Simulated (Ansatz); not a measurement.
**Nudged elastic band, with input and output: CH6B**

CH6B, multiplicity 2, set up with UKS B3LYP-D4/def2-SVP (Ansatz 0.2.0).

One setting was made poor on purpose. It belongs to a series of runs on one base structure; here: an input spoilt on purpose. Figures and captions count atoms from 1; the log counts them from 0 in places.

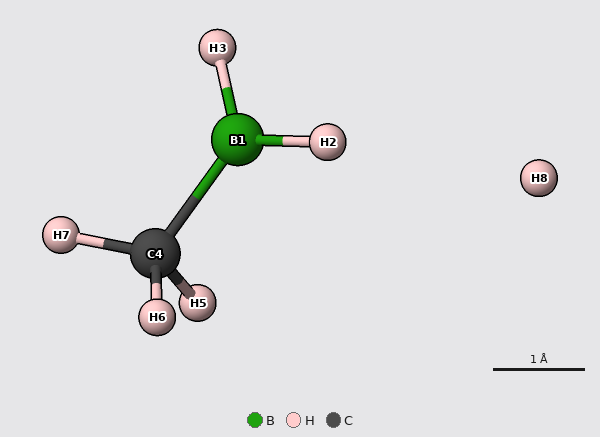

Fig. 1: The input geometry (ball-and-stick view, seen at a tilt; atoms are numbered from 1 in the order of the input). Bond lengths as drawn: B–C 1.56 Å, B–H 1.21 Å and C–H 1.10 to 1.11 Å.

**What the run reported**

| quantity | value |
| --- | --- |
| outcome | refused by the program |
| hardware | 1 thread of Arm Neoverse V1, 24 GiB of memory available, shared host |

**Diagnosis**

The program refused the input: “8 input errors — fix all and re-run 1. invalid value for `neb.final_atoms`: atom 0 takes position alone, and under basis.gaussian position_ang alone 2. invalid value for `neb.final_atoms`: atom 1 takes position alone, and under basis.gaussian position_ang alone 3. invalid value for `neb.final_atoms`: atom 2 takes position alone, and under basis.gaussian position_ang alone 4 …” A deliberately poor setting: bad input.

**Input**
```yaml
crystal:
  periodic: [false, false, false]
  atoms:
    - { symbol: B, position_ang: [0.00404, -0.018716, -0.200166] }
    - { symbol: H, position_ang: [0.094189, 0.129443, 0.997379] }
    - { symbol: H, position_ang: [1.007119, -0.305223, -0.812351] }
    - { symbol: C, position_ang: [-1.375249, 0.066917, -0.916047] }
    - { symbol: H, position_ang: [-1.755044, -0.978576, -0.855035] }
    - { symbol: H, position_ang: [-2.129483, 0.689477, -0.410349] }
    - { symbol: H, position_ang: [-1.333048, 0.308789, -1.989179] }
    - { symbol: H, position_ang: [0.012876, 0.10789, 3.675049] }
magnetization:
  spin_polarized: true
  initial_magnetization: 1
basis:
  gaussian: { orbitals: def2-SVP }
hamiltonian:
  xc: b3lyp
  dispersion: d4
neb:
  order_check: false
  images: 7
  f_tol: 0.03
  max_iterations: 8
  final_atoms:
    - { symbol: B, position: [-0.03663448, -0.09872983, 0.22300971] }
    - { symbol: H, position: [0.1928705, 0.86500009, 1.07235402] }
    - { symbol: H, position: [0.98728961, -0.62154906, -0.13158373] }
    - { symbol: C, position: [-1.36285136, -0.00504108, -0.61678126] }
    - { symbol: H, position: [-1.73706017, -1.01719252, -0.86104781] }
    - { symbol: H, position: [-2.17971161, 0.5445492, -0.1238567] }
    - { symbol: H, position: [-1.1704451, 0.47654106, -1.59355289] }
    - { symbol: H, position: [-0.16805739, -0.14357687, 1.52075964] }
  initial_path: idpp
```

Command:
```bash
ansatz run input.yaml --threads 1 --pin off --max-ram 2048MiB --backend cpu --events-out ev --progress --plain --runs-dir out
```

**What the program printed**
```
Error: 8 input errors — fix all and re-run
  1. invalid value for `neb.final_atoms`: atom 0 takes position alone, and under basis.gaussian position_ang alone
  2. invalid value for `neb.final_atoms`: atom 1 takes position alone, and under basis.gaussian position_ang alone
  3. invalid value for `neb.final_atoms`: atom 2 takes position alone, and under basis.gaussian position_ang alone
  4. invalid value for `neb.final_atoms`: atom 3 takes position alone, and under basis.gaussian position_ang alone
  5. invalid value for `neb.final_atoms`: atom 4 takes position alone, and under basis.gaussian position_ang alone
  6. invalid value for `neb.final_atoms`: atom 5 takes position alone, and under basis.gaussian position_ang alone
  7. invalid value for `neb.final_atoms`: atom 6 takes position alone, and under basis.gaussian position_ang alone
  8. invalid value for `neb.final_atoms`: atom 7 takes position alone, and under basis.gaussian position_ang alone
```
